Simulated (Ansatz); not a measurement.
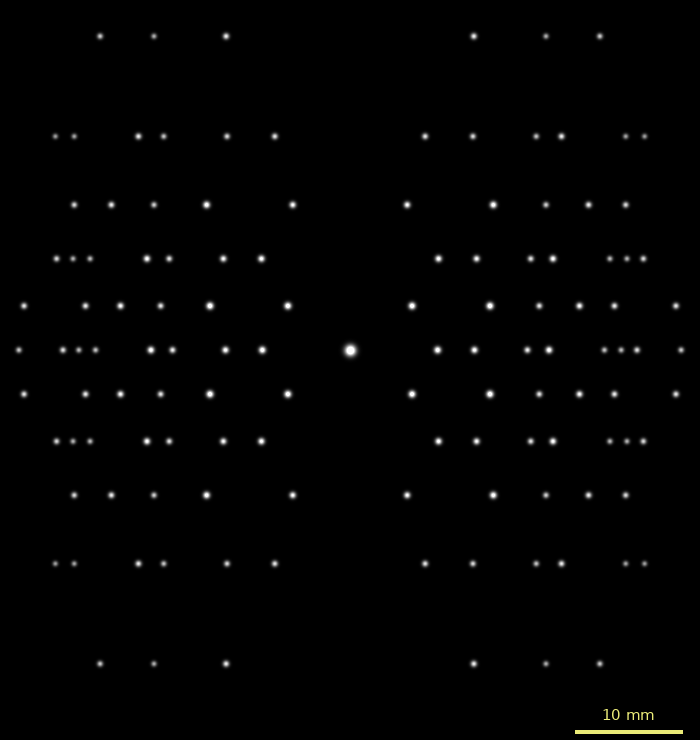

Simulated X-ray rotation photograph: Mo Kα radiation (λ = 0.7107 Å), cylindrical film of radius 28.65 mm unrolled, rotation axis vertical and normal to the beam, kinematic intensities without Lorentz or polarisation factors, the film spanning ±63° about the beam; spots down to d = 0.69 Å.

What lattice repeat along the rotation axis do the layer lines give?

The first layer line lies 4.2 mm from the equator, so tan ν = 0.145, sin ν = 0.144 and the period is λ/sin ν = 4.95 Å. Further lines follow at 8.6, 13.7, 20.1, 29.5 mm.

The crystal is Pb, space group Fm-3m (No. 225), a = 4.95 Å. Structure: the input geometry of an electronic-structure calculation (not necessarily at equilibrium).

About which axis was it rotated?

About [001] (or an equivalent direction), whose length in the conventional cell is 4.950 Å.
